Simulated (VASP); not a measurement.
Given:

```
CELL_PARAMETERS angstrom
      1.80069    -3.11888     0.00000
      1.80069     3.11888     0.00000
      0.00000     0.00000     5.58929
ATOMIC_POSITIONS crystal
  Tm 0.33333 0.66667 0.25000
  Tm 0.66667 0.33333 0.75000
```

Computed with vdW-DF2, VASP's PBE PAW potentials (set 64) (plane waves; VASP). Settings: 520 eV cut-off, 13×13×8 Γ-centred mesh, tetrahedra with Blöchl corrections, potentials Tm_3.

The 4f electrons are frozen in the core of the lanthanide potential, so 4f levels, which can set the real gap, and their magnetism are missing.

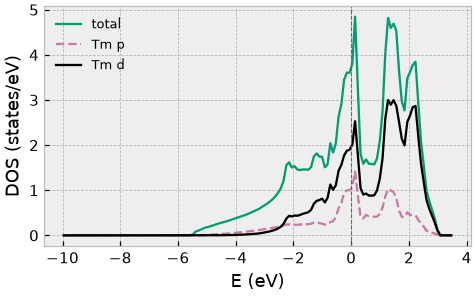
Fig. 1. Total and projected density of states, zero at the Fermi level

Within 2 eV below the Fermi level the largest weight inside VASP's projection spheres is Tm d, then Tm p.

It has no gap at this level: it comes out as a metal or semimetal.

The compound is Tm in the hcp structure. It was relaxed first.
